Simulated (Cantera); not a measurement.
Input: 1 mol Si, 0.077 mol O₂, 980 mol N₂, 1.3 mol CO₂, held at 1.00 bar.

Equilibrium computed with Cantera from the NASA thermochemical tables; the gas is ideal and each condensed phase is pure. Candidate condensed phases: C, Si, SiC, SiO₂, Si₂N₂O, Si₃N₄; 34 gas species. N₂ is the only nitrogen source here; it is nearly inert below about 1500 K, so the nitride shown seldom forms there in practice. Mutual solubility and eutectic melting of coexisting phases are not modelled. The tables hold silica as quartz up to 1696 K and as liquid above; real silica turns to tridymite and cristobalite and melts near 1996 K. Kinetics and transport are ignored.

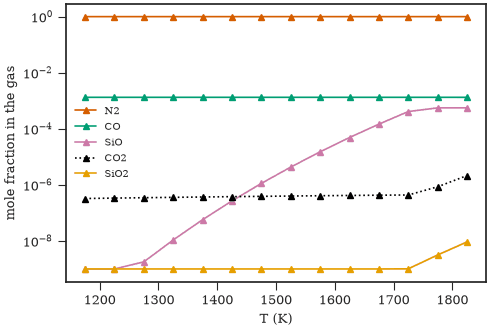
Fig. 1. Equilibrium gas composition (values under 1e-9 drawn at 1e-9)

From 1175 K to 1675 K the condensed part is SiO₂(β-quartz) + Si₂N₂O(s). At 1725 K the condensed part is SiO₂(condensed) + Si₂N₂O(s). From 1775 K to 1825 K the condensed part is SiO₂(condensed).
